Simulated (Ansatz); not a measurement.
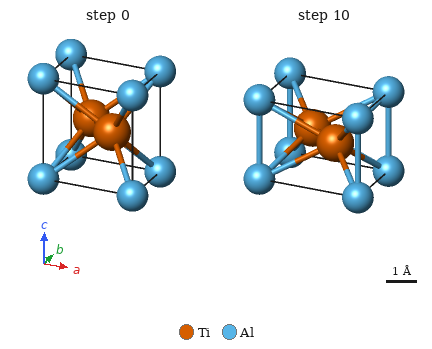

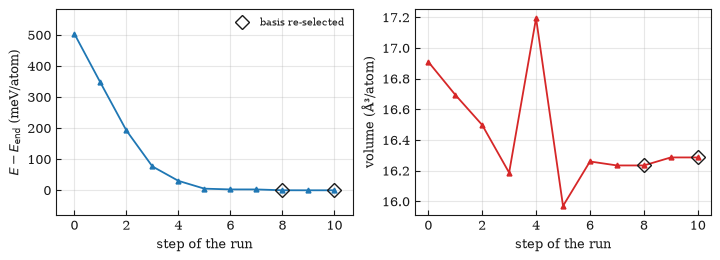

First and last geometry of a relaxation of a crystal of Ti2Al (a generated structure, set up in P6/mmm), with the history of the run. A ball-and-stick model of the cell of the calculation, seen slightly off an axis.

Computed with DFT PBE, scalar-relativistic, plane waves, PAW (Ansatz 0.2.0). Settings: plane-wave cutoff 420 eV; k-point mesh 12 × 12 × 14; occupations gaussian; smearing width 0.1 eV; collinear spin; cell and atoms relaxed; force threshold 0.01 eV/Å; at most 80 steps.

What do the curves and the structures tell?

Answer. It converged. Over 8 accepted moves (10 points after the start) the energy falls by 504 meV per atom. All forces vanish by symmetry, so only the cell relaxes. Pressure: 1.40 GPa at the start and 0.01 GPa at the end. The SCF was repeated twice at an unchanged geometry on a basis and grid sized afresh for the cell, which shifted the energy by 2.6 meV per atom at most. The atoms keep their places relative to the cell (all moves are under 0.005 Å). The volume changes by −3.7 %, with a = b 4.118 → 4.553 Å (+10.6 %), c 3.454 → 2.721 Å (−21.2 %). Among the contacts that change: Ti–Ti 3.454 → 2.721 Å, Al–Al 3.454 → 2.721 Å, Ti–Ti 2.378 → 2.629 Å, Al–Ti 2.939 → 2.960 Å. The space group stays P6/mmm (No. 191). The program noted that the starting moments weren't kept. The run may lie on a higher electronic state than the lowest, so the end point isn't shown to be the ground-state structure. The run took 11 min on 1 thread of Intel(R) Xeon(R) Processor @ 2.50GHz (Skylake/Cascade Lake), on a shared host, peak memory 0.55 GiB.

| step | E − E(0), meV/atom | pressure, GPa | volume, Å³/atom | note |
| --- | --- | --- | --- | --- |
| 0 | 0.00 | 1.40 | 16.911 |  |
| 1 | -156.86 | 0.78 | 16.696 |  |
| 2 | -311.42 | 0.32 | 16.499 |  |
| 3 | -427.22 | 0.98 | 16.188 |  |
| 4 | -473.68 | -5.86 | 17.195 |  |
| 5 | -498.84 | 1.99 | 15.971 |  |
| 6 | -501.30 | -0.19 | 16.261 |  |
| 7 | -501.34 | 0.00 | 16.235 |  |
| 8 | -503.97 | 0.34 | 16.235 | same geometry, new basis |
| 9 | -504.08 | 0.01 | 16.287 |  |
| 10 | -504.09 | 0.01 | 16.287 | same geometry, new basis |
